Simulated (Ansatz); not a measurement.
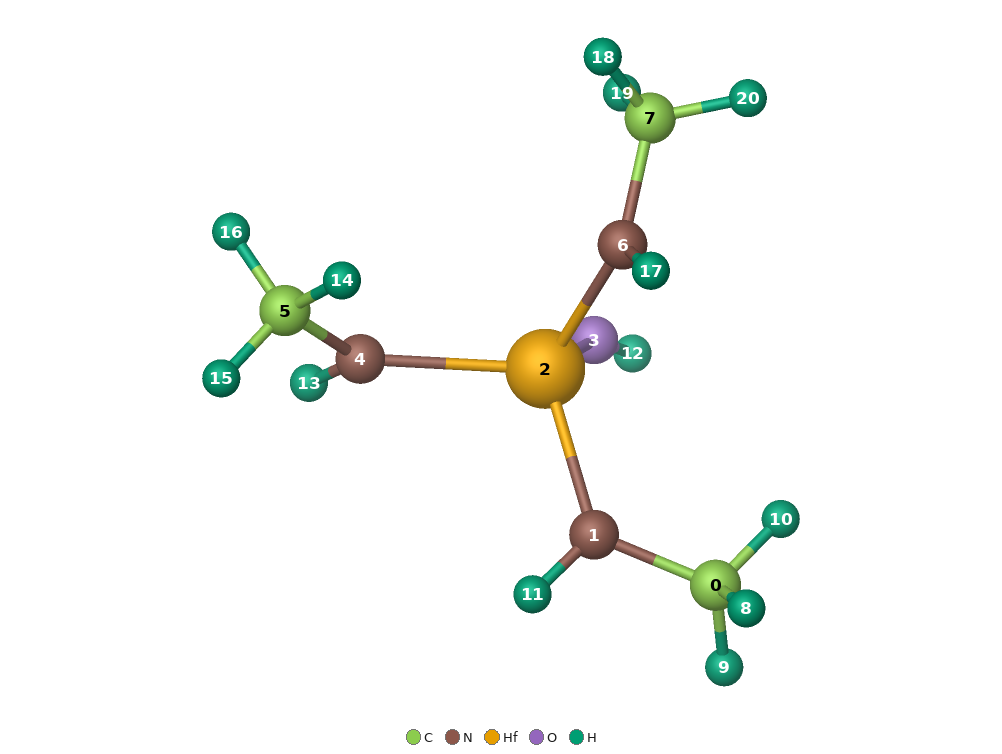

Starting geometry of the run. Atoms are numbered from 0, in the order of the input.

Ansatz 0.2.0 input:

```yaml
crystal:
  periodic: [false, false, false]
  atoms:
    - {symbol: C, position_ang: [2.130917, -2.128640, -0.958209]}
    - {symbol: N, position_ang: [0.739723, -1.784644, -0.757589]}
    - {symbol: Hf, position_ang: [-0.030002, 0.106582, -0.641515]}
    - {symbol: O, position_ang: [0.407816, 1.259663, -2.148231]}
    - {symbol: N, position_ang: [-2.055338, -0.116872, -0.476516]}
    - {symbol: C, position_ang: [-2.908155, -0.204850, 0.689935]}
    - {symbol: N, position_ang: [0.696150, 0.869181, 1.113724]}
    - {symbol: C, position_ang: [0.829356, 2.254616, 1.509723]}
    - {symbol: H, position_ang: [2.529503, -2.759163, -0.152484]}
    - {symbol: H, position_ang: [2.310921, -2.650475, -1.907330]}
    - {symbol: H, position_ang: [2.745647, -1.221965, -0.975563]}
    - {symbol: H, position_ang: [0.154825, -2.608184, -0.733649]}
    - {symbol: H, position_ang: [0.817572, 1.546057, -2.957031]}
    - {symbol: H, position_ang: [-2.612819, -0.069335, -1.321485]}
    - {symbol: H, position_ang: [-2.296901, -0.199346, 1.595724]}
    - {symbol: H, position_ang: [-3.503355, -1.127373, 0.705914]}
    - {symbol: H, position_ang: [-3.606033, 0.639058, 0.768817]}
    - {symbol: H, position_ang: [1.068593, 0.248324, 1.819982]}
    - {symbol: H, position_ang: [0.254525, 2.491902, 2.414530]}
    - {symbol: H, position_ang: [0.455274, 2.909820, 0.717091]}
    - {symbol: H, position_ang: [1.871782, 2.545633, 1.694152]}
basis:
  gaussian: {orbitals: "def2-QZVPP.json"}
correlation: {method: mp2}
```

It was started with:

```sh
ansatz run in.yaml --threads 4 --pin off --events-out ev --progress --plain --max-ram 66560MiB --backend cuda --devices 0, --max-vram 37GiB
```

What the program printed:

```
Functional definition: HF
  name "HF"
  cite "Fock, Z. Phys. 61, 126 (1930) doi:10.1007/BF01340294"
  parent pbe
  exchange = exact_x
  correlation = 0
5211 factors; integrals over basis functions are off by at most 1.2e-3 eV
mean field evaluation 1: about -11068.8207 eV, gradient 7.5e1 eV
mean field evaluation 2: about -11069.0073 eV, gradient 7.5e1 eV
mean field evaluation 4: about -11080.1706 eV, gradient 5.7e0 eV
mean field evaluation 8: about -11080.2928 eV, gradient 4.6e-1 eV
mean field -11080.29344697 eV, -407.1932736836 hartree, gradient 9.7e-6 eV, S^2 0.000000; 0 other end points of the search recorded, 0 dependent functions left out
7 core orbitals not correlated: weight in the atoms' cores, before any rotation towards them, 1.000 or more for the frozen orbitals, at most 0.000 for the correlated occupied ones
reference -11080.29344697 eV, -407.1932736836 hartree; 29, 29 occupied and 834, 834 virtual orbitals, 5211 factors
second order -51.44744424 eV of doubles, -0.00000000 eV of singles
Total energy: -11131.74089121 eV, -409.0839323871 hartree
```
